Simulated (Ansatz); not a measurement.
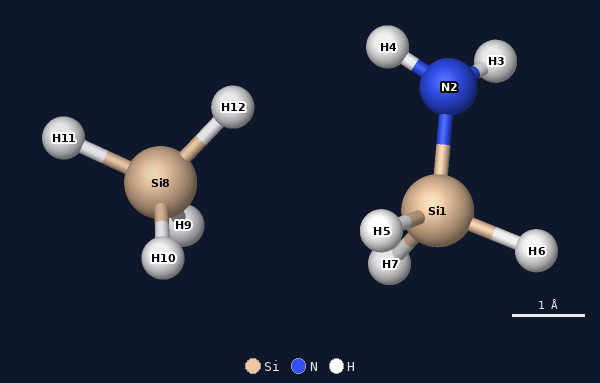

The structure as given in the input (ball-and-stick view, seen at a tilt; atoms are numbered from 1 in the order of the input). Bond lengths as drawn: H–N 1.01 Å, H–Si 1.48 to 1.50 Å and N–Si 1.74 Å.

## Nudged elastic band of Si2NH9 (part 1 of 2)

Si2NH9, computed with RKS B3LYP-D4/6-31G* (Ansatz 0.2.0).

It belongs to a series of runs on one base structure; here: band between the two ends. Figures and captions count atoms from 1; the log counts them from 0 in places.

## Input file
```yaml
crystal:
  periodic: [false, false, false]
  atoms:
    - { symbol: Si, position_ang: [-0.249384, 0.510026, 0.128183] }
    - { symbol: "N", position_ang: [-0.432275, 0.86816, 1.816913] }
    - { symbol: H, position_ang: [-1.367348, 0.864498, 2.209031] }
    - { symbol: H, position_ang: [0.218859, 0.447114, 2.470832] }
    - { symbol: H, position_ang: [1.14092, 0.850974, -0.271692] }
    - { symbol: H, position_ang: [-1.222742, 1.354167, -0.614168] }
    - { symbol: H, position_ang: [-0.489342, -0.906498, -0.294734] }
    - { symbol: Si, position_ang: [1.821663, -2.836572, 1.250187] }
    - { symbol: H, position_ang: [0.707924, -3.745144, 0.878128] }
    - { symbol: H, position_ang: [2.455408, -2.281087, 0.028395] }
    - { symbol: H, position_ang: [2.833868, -3.589717, 2.036518] }
    - { symbol: H, position_ang: [1.29365, -1.724723, 2.085107] }
basis:
  gaussian: { orbitals: "6-31G*" }
hamiltonian:
  xc: b3lyp
  dispersion: d4
neb:
  order_check: false
  images: 7
  f_tol: 0.03
  max_iterations: 55
  final_atoms:
    - { symbol: Si, position_ang: [0.4845216, -0.15557235, -0.42937556] }
    - { symbol: "N", position_ang: [-0.22913274, -0.47072783, 2.56043269] }
    - { symbol: H, position_ang: [-1.24103435, -0.40680366, 2.46432389] }
    - { symbol: H, position_ang: [0.08851867, 0.43070759, 2.91218754] }
    - { symbol: H, position_ang: [0.85911487, -0.03822493, -1.87233692] }
    - { symbol: H, position_ang: [0.87510647, 1.12817468, 0.21690308] }
    - { symbol: H, position_ang: [-0.99884356, -0.2801117, -0.384405] }
    - { symbol: Si, position_ang: [1.53791639, -1.98661013, 0.57876983] }
    - { symbol: H, position_ang: [0.55291934, -2.98140883, 1.08509576] }
    - { symbol: H, position_ang: [2.40470674, -2.70996855, -0.4033146] }
    - { symbol: H, position_ang: [2.42641097, -1.56753039, 1.69737877] }
    - { symbol: H, position_ang: [-0.04900341, -1.15072588, 3.29704051] }
  initial_path:
    images:
      - { positions_ang: [[-0.249384, 0.510026, 0.128183], [-0.432275, 0.86816, 1.816913], [-1.367348, 0.864498, 2.209031], [0.218859, 0.447114, 2.470832], [1.14092, 0.850974, -0.271692], [-1.222742, 1.354167, -0.614168], [-0.489342, -0.906498, -0.294734], [1.821663, -2.836572, 1.250187], [0.707924, -3.745144, 0.878128], [2.455408, -2.281087, 0.028395], [2.833868, -3.589717, 2.036518], [1.29365, -1.724723, 2.085107]] }
      - { positions_ang: [[-0.18219774, 0.38202453, 0.09300462], [-0.33009436, 0.6516869, 1.90194499], [-1.25322115, 0.58134904, 2.32430442], [0.37483761, 0.40401247, 2.52906099], [1.20706669, 0.6375382, -0.32162086], [-1.08172745, 1.31272152, -0.58926812], [-0.53163029, -0.97847608, -0.34852546], [1.69595927, -2.62682041, 1.14059944], [0.656648, -3.60898276, 0.82755272], [2.47603597, -2.2471694, 0.02684083], [2.54283306, -3.14340938, 2.08135726], [1.13669137, -1.55327663, 2.05744918]] }
      - { positions_ang: [[-0.11501148, 0.25402306, 0.05782625], [-0.22791371, 0.43521381, 1.98697698], [-1.1390943, 0.29820007, 2.43957784], [0.53081621, 0.36091095, 2.58728997], [1.27321339, 0.42410239, -0.37154973], [-0.9407129, 1.27127604, -0.56436825], [-0.57391858, -1.05045417, -0.40231692], [1.57025555, -2.41706882, 1.03101188], [0.60537201, -3.47282152, 0.77697744], [2.49666395, -2.2132518, 0.02528666], [2.25179813, -2.69710177, 2.12619651], [0.97973274, -1.38183026, 2.02979137]] }
      - { positions_ang: [[-0.04782522, 0.1260216, 0.02264787], [-0.12573307, 0.21874071, 2.07200898], [-1.02496745, 0.01505111, 2.55485125], [0.68679482, 0.31780942, 2.64551896], [1.33936008, 0.21066659, -0.42147859], [-0.79969835, 1.22983057, -0.53946837], [-0.61620687, -1.12243225, -0.45610838], [1.44455182, -2.20731723, 0.92142432], [0.55409601, -3.33666028, 0.72640216], [2.51729192, -2.1793342, 0.02373249], [1.96076319, -2.25079415, 2.17103577], [0.82277412, -1.21038389, 2.00213355]] }
      - { positions_ang: [[0.01936104, -0.00197987, -0.01253051], [-0.02355242, 0.00226761, 2.15704097], [-0.9108406, -0.26809786, 2.67012467], [0.84277342, 0.27470789, 2.70374794], [1.40550678, -0.00276922, -0.47140745], [-0.6586838, 1.18838509, -0.5145685], [-0.65849516, -1.19441033, -0.50989984], [1.3188481, -1.99756564, 0.81183676], [0.50282001, -3.20049904, 0.67582688], [2.5379199, -2.1454166, 0.02217832], [1.66972826, -1.80448653, 2.21587503], [0.66581549, -1.03893752, 1.97447573]] }
      - { positions_ang: [[0.13565118, -0.04037799, -0.11674177], [-0.0749475, -0.11598125, 2.2578889], [-0.99338904, -0.30277431, 2.61867448], [0.65420974, 0.31370782, 2.75585784], [1.2689088, -0.01163315, -0.82163982], [-0.27523623, 1.17333249, -0.3317006], [-0.74358226, -0.96583567, -0.47852613], [1.37361517, -1.99482676, 0.75357003], [0.51534484, -3.14572649, 0.7781441], [2.50461661, -2.28655459, -0.08419491], [1.85889894, -1.7452475, 2.08625096], [0.48711076, -1.06688461, 2.30511693]] }
      - { positions_ang: [[0.25194132, -0.07877611, -0.22095303], [-0.12634258, -0.23423011, 2.35873683], [-1.07593747, -0.33745076, 2.56722428], [0.46564605, 0.35270774, 2.80796774], [1.13231082, -0.02049708, -1.17187219], [0.10821133, 1.15827988, -0.14883271], [-0.82866936, -0.73726102, -0.44715242], [1.42838224, -1.99208788, 0.69530329], [0.52786968, -3.09095394, 0.88046132], [2.47131332, -2.42769258, -0.19056814], [2.04806961, -1.68600846, 1.9566269], [0.30840604, -1.0948317, 2.63575812]] }
      - { positions_ang: [[0.36823146, -0.11717423, -0.32516429], [-0.17773766, -0.35247897, 2.45958476], [-1.15848591, -0.37212721, 2.51577409], [0.27708236, 0.39170767, 2.86007764], [0.99571285, -0.029361, -1.52210455], [0.4916589, 1.14322728, 0.03403518], [-0.91375646, -0.50868636, -0.41577871], [1.48314932, -1.989349, 0.63703656], [0.54039451, -3.03618139, 0.98277854], [2.43801003, -2.56883056, -0.29694137], [2.23724029, -1.62676943, 1.82700283], [0.12970131, -1.12277879, 2.96639932]] }
      - { positions_ang: [[0.4845216, -0.15557235, -0.42937556], [-0.22913274, -0.47072783, 2.56043269], [-1.24103435, -0.40680366, 2.46432389], [0.08851867, 0.43070759, 2.91218754], [0.85911487, -0.03822493, -1.87233692], [0.87510647, 1.12817468, 0.21690308], [-0.99884356, -0.2801117, -0.384405], [1.53791639, -1.98661013, 0.57876983], [0.55291934, -2.98140883, 1.08509576], [2.40470674, -2.70996855, -0.4033146], [2.42641097, -1.56753039, 1.69737877], [-0.04900341, -1.15072588, 3.29704051]] }
```

Machine: 1 thread of Arm Neoverse V2, 24 GiB of memory available, shared host.

Launched with:
```bash
ansatz run input.yaml --threads 1 --pin off --max-ram 2048MiB --backend cpu --events-out ev --progress --plain --runs-dir out
```

## What the program printed
```
Engine: ansatz 0.2.0, aarch64-unknown-linux-gnu
Functional definition: B3LYP
  parameter a0 = 0.2
  parameter ax = 0.72
  parameter ac = 0.81
  exchange = (1 - a0 - ax)*slater_x + ax*b88_x + a0*exact_x
  correlation = (1 - ac)*vwn_rpa_c + ac*lyp_c
813 factors; integrals over basis functions are off by at most 7.0e-4 eV
mean field evaluation 1: about -17386.4317 eV, gradient 5.3e1 eV
mean field evaluation 2: about -17377.7142 eV, gradient 7.9e1 eV
mean field evaluation 4: about -17392.0060 eV, gradient 1.2e0 eV
mean field evaluation 8: about -17392.0249 eV, gradient 8.1e-3 eV
mean field -17392.02486650 eV, -639.1451251062 hartree, gradient 7.3e-6 eV, S^2 0.000000; 0 other end points of the search recorded, 0 dependent functions left out
the calculation of the forces begins
reference -17392.02514630 eV, -639.1451353883 hartree; 22, 22 occupied and 49, 49 virtual orbitals, 813 factors
813 factors; integrals over basis functions are off by at most 7.8e-4 eV
mean field evaluation 16: about -17381.8175 eV, gradient 6.7e1 eV
mean field -17391.77668205 eV, -639.1360044956 hartree, gradient 8.8e-5 eV, S^2 0.000000; 0 other end points of the search recorded, 0 dependent functions left out
[... from here on the field's lines of each further geometry are left out, up to the last ...]
NEB iter   1: max|band force component| = 7.614e0 eV/Å  barrier→ = 5.4056 eV  barrier← = 5.2174 eV  Δτ_max = 0.2000 Å  (208 SCF iters)
NEB iter   2: max|band force component| = 2.579e0 eV/Å  barrier→ = 3.7959 eV  barrier← = 3.6077 eV  Δτ_max = 0.2000 Å  (180 SCF iters)
NEB iter   3: max|band force component| = 1.037e0 eV/Å  barrier→ = 2.6537 eV  barrier← = 2.4654 eV  Δτ_max = 0.1986 Å  (175 SCF iters)
NEB iter   4: max|band force component| = 7.522e-1 eV/Å  barrier→ = 2.1207 eV  barrier← = 1.9325 eV  Δτ_max = 0.1998 Å  (170 SCF iters)
NEB iter   5: max|band force component| = 1.691e0 eV/Å  barrier→ = 1.9158 eV  barrier← = 1.7275 eV  Δτ_max = 0.1007 Å  (172 SCF iters)
NEB iter   6: max|band force component| = 6.643e-1 eV/Å  barrier→ = 1.9169 eV  barrier← = 1.7286 eV  Δτ_max = 0.1450 Å  (169 SCF iters)
NEB iter   7: max|band force component| = 5.578e-1 eV/Å  barrier→ = 2.2657 eV  barrier← = 2.0775 eV  Δτ_max = 0.2000 Å  (173 SCF iters)
NEB iter   8: max|band force component| = 9.624e-1 eV/Å  barrier→ = 2.6712 eV  barrier← = 2.4829 eV  Δτ_max = 0.1000 Å  (173 SCF iters)
NEB iter   9: max|band force component| = 1.096e0 eV/Å  barrier→ = 2.6455 eV  barrier← = 2.4573 eV  Δτ_max = 0.0504 Å  (169 SCF iters)
NEB iter  10: max|band force component| = 1.148e0 eV/Å  barrier→ = 2.5008 eV  barrier← = 2.3125 eV  Δτ_max = 0.0500 Å  (163 SCF iters)
NEB iter  11: max|band force component| = 1.156e0 eV/Å  barrier→ = 2.3997 eV  barrier← = 2.2115 eV  Δτ_max = 0.1011 Å  (164 SCF iters)
NEB iter  12: max|band force component| = 8.821e-1 eV/Å  barrier→ = 2.1889 eV  barrier← = 2.0007 eV  Δτ_max = 0.0998 Å  (165 SCF iters)
NEB iter  13: max|band force component| = 1.836e0 eV/Å  barrier→ = 2.1428 eV  barrier← = 1.9546 eV  Δτ_max = 0.0502 Å  (167 SCF iters)
NEB iter  14: max|band force component| = 1.048e0 eV/Å  barrier→ = 2.0475 eV  barrier← = 1.8593 eV  Δτ_max = 0.0500 Å  (164 SCF iters)
NEB iter  15: max|band force component| = 6.749e-1 eV/Å  barrier→ = 1.9796 eV  barrier← = 1.7914 eV  Δτ_max = 0.0502 Å  (165 SCF iters)
NEB iter  16: max|band force component| = 6.242e-1 eV/Å  barrier→ = 1.9095 eV  barrier← = 1.7213 eV  Δτ_max = 0.0502 Å  (166 SCF iters)
NEB iter  17: max|band force component| = 5.133e-1 eV/Å  barrier→ = 1.8461 eV  barrier← = 1.6579 eV  Δτ_max = 0.0500 Å  (164 SCF iters)
NEB iter  18: max|band force component| = 4.278e-1 eV/Å  barrier→ = 1.7877 eV  barrier← = 1.5995 eV  CI = image 3  Δτ_max = 0.0500 Å  (160 SCF iters)
NEB iter  19: max|band force component| = 5.139e-1 eV/Å  barrier→ = 1.8523 eV  barrier← = 1.6641 eV  CI = image 3  Δτ_max = 0.0504 Å  (163 SCF iters)
NEB iter  20: max|band force component| = 7.761e-1 eV/Å  barrier→ = 1.9063 eV  barrier← = 1.7180 eV  CI = image 3  Δτ_max = 0.0500 Å  (162 SCF iters)
NEB iter  21: max|band force component| = 8.508e-1 eV/Å  barrier→ = 1.9448 eV  barrier← = 1.7565 eV  CI = image 3  Δτ_max = 0.0996 Å  (163 SCF iters)
NEB iter  22: max|band force component| = 8.984e-1 eV/Å  barrier→ = 2.0066 eV  barrier← = 1.8183 eV  CI = image 3  Δτ_max = 0.2000 Å  (164 SCF iters)
NEB iter  23: max|band force component| = 7.640e-1 eV/Å  barrier→ = 2.0709 eV  barrier← = 1.8826 eV  CI = image 3  Δτ_max = 0.1598 Å  (164 SCF iters)
NEB iter  24: max|band force component| = 5.953e-1 eV/Å  barrier→ = 2.0615 eV  barrier← = 1.8733 eV  CI = image 3  Δτ_max = 0.1315 Å  (163 SCF iters)
NEB iter  25: max|band force component| = 6.634e-1 eV/Å  barrier→ = 2.0537 eV  barrier← = 1.8654 eV  CI = image 3  Δτ_max = 0.0656 Å  (160 SCF iters)
NEB iter  26: max|band force component| = 5.720e-1 eV/Å  barrier→ = 2.0479 eV  barrier← = 1.8597 eV  CI = image 3  Δτ_max = 0.0654 Å  (161 SCF iters)
NEB iter  27: max|band force component| = 5.212e-1 eV/Å  barrier→ = 2.0362 eV  barrier← = 1.8479 eV  CI = image 3  Δτ_max = 0.0656 Å  (163 SCF iters)
NEB iter  28: max|band force component| = 2.343e-1 eV/Å  barrier→ = 2.0313 eV  barrier← = 1.8430 eV  CI = image 3  Δτ_max = 0.0683 Å  (162 SCF iters)
NEB iter  29: max|band force component| = 1.870e-1 eV/Å  barrier→ = 2.0268 eV  barrier← = 1.8385 eV  CI = image 3  Δτ_max = 0.0756 Å  (161 SCF iters)
NEB iter  30: max|band force component| = 3.551e-1 eV/Å  barrier→ = 2.0248 eV  barrier← = 1.8366 eV  CI = image 3  Δτ_max = 0.0379 Å  (156 SCF iters)
NEB iter  31: max|band force component| = 1.885e-1 eV/Å  barrier→ = 2.0236 eV  barrier← = 1.8354 eV  CI = image 3  Δτ_max = 0.0378 Å  (156 SCF iters)
NEB iter  32: max|band force component| = 1.489e-1 eV/Å  barrier→ = 2.0219 eV  barrier← = 1.8337 eV  CI = image 3  Δτ_max = 0.0477 Å  (166 SCF iters)
NEB iter  33: max|band force component| = 1.083e-1 eV/Å  barrier→ = 2.0210 eV  barrier← = 1.8328 eV  CI = image 3  Δτ_max = 0.0302 Å  (157 SCF iters)
NEB iter  34: max|band force component| = 8.058e-2 eV/Å  barrier→ = 2.0199 eV  barrier← = 1.8316 eV  CI = image 3  Δτ_max = 0.0391 Å  (156 SCF iters)
NEB iter  35: max|band force component| = 8.912e-2 eV/Å  barrier→ = 2.0187 eV  barrier← = 1.8304 eV  CI = image 3  Δτ_max = 0.0195 Å  (156 SCF iters)
NEB iter  36: max|band force component| = 7.008e-2 eV/Å  barrier→ = 2.0181 eV  barrier← = 1.8298 eV  CI = image 3  Δτ_max = 0.0196 Å  (142 SCF iters)
NEB iter  37: max|band force component| = 2.506e-1 eV/Å  barrier→ = 2.0175 eV  barrier← = 1.8293 eV  CI = image 3  Δτ_max = 0.0098 Å  (147 SCF iters)
```
